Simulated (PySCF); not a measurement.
## Electronic structure of C₆H₁₂O₂Si (SMILES CC(=O)O[C@H]1CC[SiH2]C1) in real space

```xyz
21

C     3.3089   -0.3975   -1.2444
C     2.0147   -0.8190   -0.6116
O     1.8253   -1.8631   -0.0446
O     1.0761    0.1267   -0.7621
C    -0.2211   -0.1491   -0.2309
C    -0.2882    0.1200    1.2733
C    -1.7495   -0.0345    1.7134
Si   -2.7284    0.6920    0.2520
C    -1.2492    0.7238   -0.9411
H     4.0672   -1.1711   -1.0812
H     3.6415    0.5594   -0.8177
H     3.1584   -0.2374   -2.3220
H    -0.4360   -1.2181   -0.4011
H     0.0604    1.1533    1.4473
H     0.3916   -0.5557    1.8135
H    -2.0070   -1.1011    1.8250
H    -1.9511    0.4452    2.6820
H    -3.8483   -0.1874   -0.2043
H    -3.2801    2.0582    0.5074
H    -1.4550    0.3841   -1.9661
H    -0.8570    1.7528   -1.0039
```

Geometry: PBE0-D3(BJ)/def2-SVP.

Level of theory: CAM-B3LYP/def2-SVPD, SCF density, gas phase in PySCF.

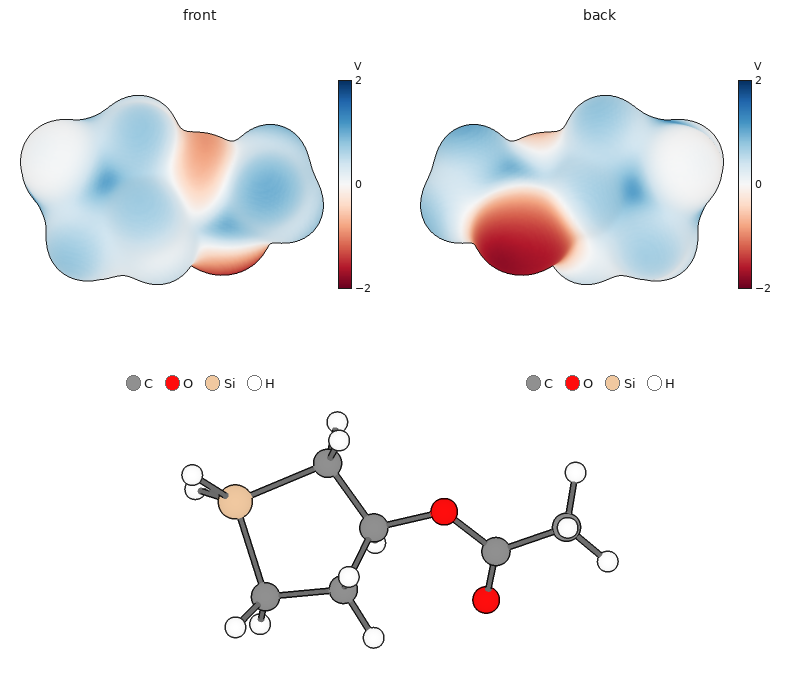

Figure 1. The electrostatic potential painted on the density surface at 0.002 e/bohr³, seen from the front and from behind; red is negative and blue positive. The bare structure is drawn below in the same view.

### Where is the surface potential most negative and most positive?

The most negative region (about −1.7 V, or −39 kcal/mol for a unit charge) lies over O3, the most positive (about +1.1 V, or +25 kcal/mol for a unit charge) over Si8. O3 is the likeliest acceptor of a hydrogen bond.

### What dipole moment does the calculation give?

Its dipole moment is 1.75 D.

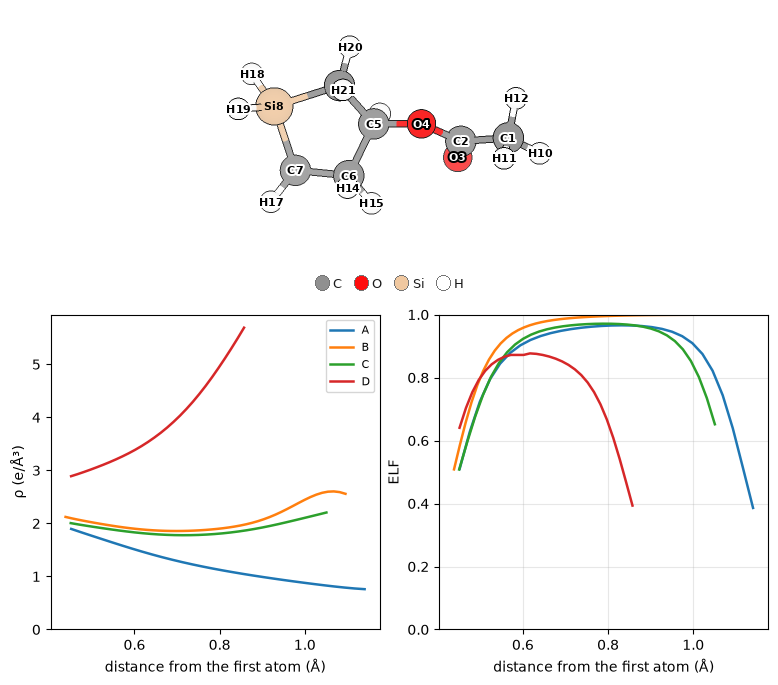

Figure 2. Electron density and ELF along straight lines between neighbouring atoms. The curves leave out the atomic cores. The structure is drawn too.

### Which curve belongs to which contact (C–C, C–H, C–O and C–Si)? The first atom named is at distance zero.

Curve A: C–Si (1.90 Å): ρ at the midpoint is about 0.93 e/Å³; the ELF peaks at about 0.95 between the atoms (a shared electron pair). Curve B: C–H (1.10 Å): the density is about 2 e/Å³ at the midpoint; the ELF climbs to about 1 towards the hydrogen, as it does in any bond to H: an ordinary covalent bond to hydrogen. Curve C: C–C (1.50 Å): ρ at the midpoint is about 1.8 e/Å³; the ELF peaks at about 1 between the atoms (localised, covalent bonding). Curve D: C–O (1.20 Å): ρ at the midpoint is about 3.4 e/Å³; the ELF peaks at about 0.90 between the atoms: a multiple bond.
